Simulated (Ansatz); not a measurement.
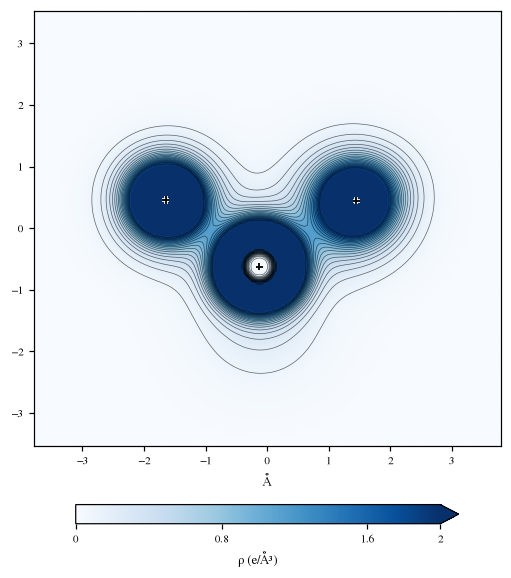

The electron density on a plane through atoms (crosses mark nuclei in the plane).

All numbers below come from isolated molecule in a Gaussian basis; Kohn-Sham density functional theory, functional PBE0 in Ansatz.

Candidates:
A. C2H3Cl2In
B. H3MoNOS2
C. H4MgO2Si

Which system is this?

Candidate B: H3MoNOS2 on the plane of atoms N2, Mo1 and O3, which holds Mo, N and O. Mo–O (1.87 Å): ρ at the midpoint is about 1.2 e/Å³. Mo–N (1.90 Å): ρ at the midpoint is about 1.2 e/Å³.
